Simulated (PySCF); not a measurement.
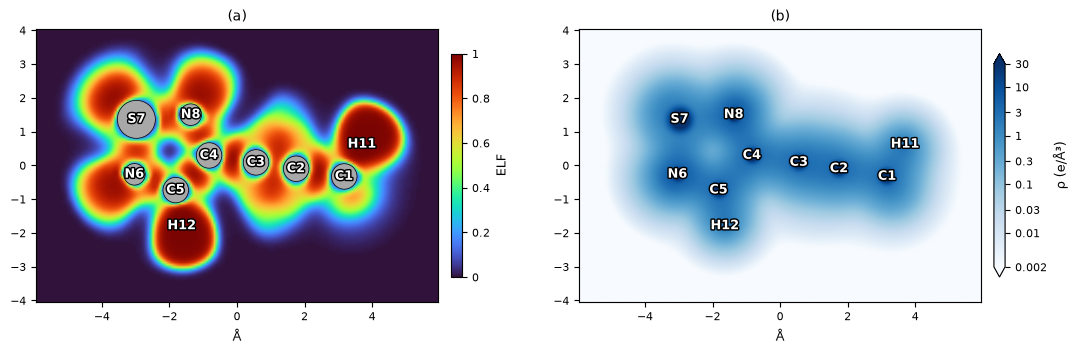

The picture shows: C₅H₄N₂S (SMILES CC#Cc1cnsn1). (a) ELF; (b) electron density on the plane of atoms N6, C5 and H12. Grey discs cover the atomic cores in the ELF map.

Geometry: GFN2-xTB.

Level of theory: PySCF, PBE0/pcSseg-1, SCF density, gas phase, non-relativistic.

The calculation's input:

```
{"job": {"kind": "nmr", "xc": "PBE0", "basis": "pcSseg-1"}, "charge": 0, "multiplicity": 1}
C     -2.804877    -0.114794     0.175232
C     -1.363649    -0.121628     0.171526
C     -0.160097    -0.125772     0.166595
C      1.244912    -0.121552     0.150027
C      2.057650     0.573850    -0.788541
N      3.337329     0.408508    -0.577103
S      3.538449    -0.558688     0.716957
N      1.970256    -0.786396     1.034692
H     -3.180674    -0.515749    -0.765966
H     -3.171222     0.904448     0.296686
H     -3.177307    -0.726120     0.996367
H      1.710428     1.183207    -1.602499
```

Run with:

```sh
OMP_NUM_THREADS=1 python probes_run.py task.json out
```

Question: Describe what can be read from this map.

Answer: The section cuts through C, N, S and H sites. C–C (1.20 Å): ρ is about 2.7 e/Å³ halfway; the ELF peaks at about 0.85 between the atoms (a short, multiple covalent bond). C–N (1.31 Å): ρ at the midpoint is about 2.6 e/Å³; the ELF peaks at about 0.90 between the atoms: a covalent bond. S–N (1.62 Å): the density is about 1.7 e/Å³ at the midpoint; the ELF peaks at about 0.85 between the atoms, as expected for a covalent bond. C–H (1.07 Å): ρ is about 2.1 e/Å³ halfway; the ELF climbs to about 1 towards the hydrogen, as it does in any bond to H: a covalent bond by its length. The ELF also peaks beside N6, S7 and N8, away from the bonds: lone-pair regions.
